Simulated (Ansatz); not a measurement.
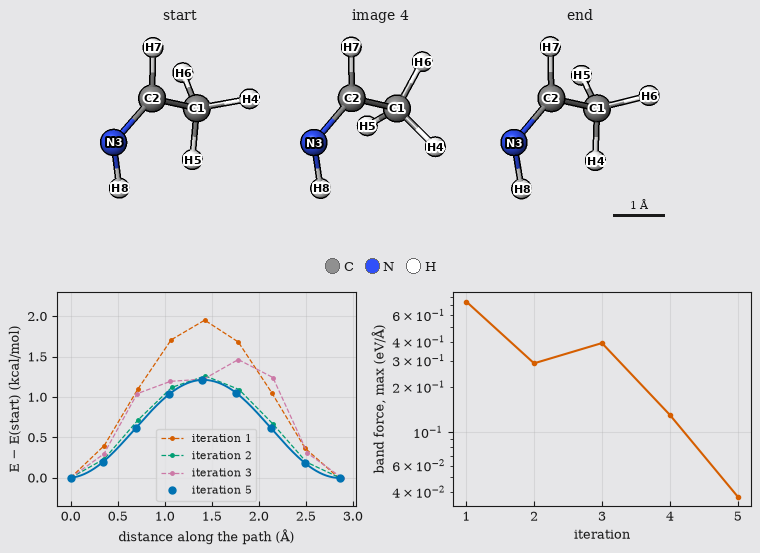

NEB run on C$_{2}$H$_{5}$N. Images are numbered from 0 (start) to 8 (end). The plot follows the band through its iterations. A ball-and-stick model, seen from a free direction.

Theory: Ansatz, RKS PBE0-D4/STO-3G.

Input file:
```yaml
crystal:
  periodic: [false, false, false]
  atoms:
    - { symbol: C, position_ang: [-0.4796, 0.603356, -0.322323] }
    - { symbol: C, position_ang: [0.6819, -0.168921, 0.300677] }
    - { symbol: "N", position_ang: [0.734034, -1.435099, 0.611638] }
    - { symbol: H, position_ang: [-0.179132, 1.025509, -1.292757] }
    - { symbol: H, position_ang: [-1.348383, -0.05077, -0.474556] }
    - { symbol: H, position_ang: [-0.773892, 1.440019, 0.328148] }
    - { symbol: H, position_ang: [1.586309, 0.430576, 0.508427] }
    - { symbol: H, position_ang: [-0.221226, -1.844669, 0.340746] }
basis:
  gaussian: { orbitals: STO-3G }
hamiltonian:
  xc: pbe0
  dispersion: d4
neb:
  order_check: false
  images: 7
  f_tol: 0.05
  max_iterations: 6
  initial_path: idpp
  final_atoms:
    - { symbol: C, position_ang: [-0.50385264, 0.60078524, -0.28845587] }
    - { symbol: C, position_ang: [0.52173293, -0.18477455, 0.52671179] }
    - { symbol: "N", position_ang: [0.91576311, -1.41687853, 0.3551753] }
    - { symbol: H, position_ang: [-0.91742601, -0.01627587, -1.09720992] }
    - { symbol: H, position_ang: [-1.32742001, 0.93763449, 0.35819177] }
    - { symbol: H, position_ang: [-0.03747048, 1.49522495, -0.72711334] }
    - { symbol: H, position_ang: [0.98102729, 0.37064892, 1.36410648] }
    - { symbol: H, position_ang: [0.36765581, -1.78636367, -0.49140621] }
```

Command:
```bash
ansatz run input.yaml --threads 1 --pin off --max-ram 2048MiB --backend cpu --events-out ev --progress --plain --runs-dir out
```

**Judge this run.**

The run is converged, with reservations. The band converged in 5 iterations. The largest component of the band force went from 0.74 to 0.037 eV/Å. The climbing image converged on the top of the path. Its curvatures weren't checked. The iteration limit was low. The first iteration put the highest image at 1.95 kcal/mol. The two ends have the same energy, and the highest point, image 4, lies 1.21 kcal/mol above the start.

Limits of the set-up: STO-3G is a minimal basis, so the numbers are rough.

Cost: 26 s on 1 thread of Arm Neoverse V2, on a shared host, peak memory 0.081 GiB.
